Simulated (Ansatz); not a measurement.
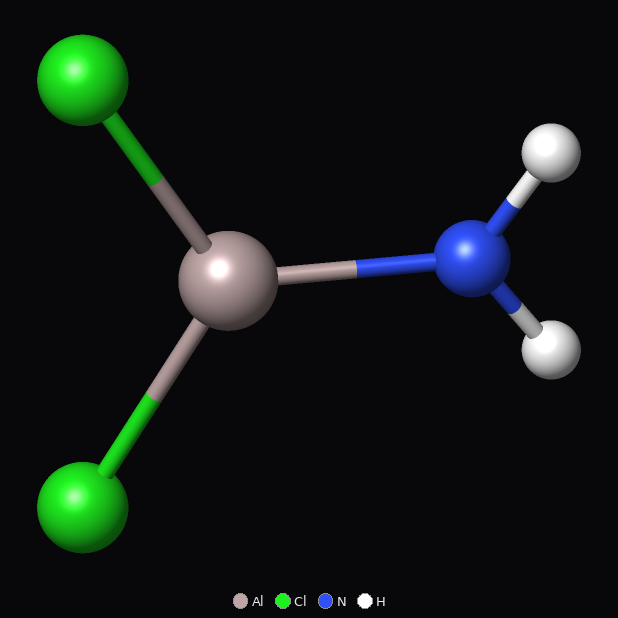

Harmonic vibrations computed with RKS PBE0-D4/def2-TZVP (Ansatz 0.2.0) at a stationary point of the same level.

Minimum or transition state?

Answer. A minimum: no imaginary frequency, and the lowest mode lies at 149 cm⁻¹.

List the wavenumbers.

Answer. 12 modes: 149, 170, 222, 376, 391, 434, 579, 709, 874, 1560, 3618, 3712 cm⁻¹.
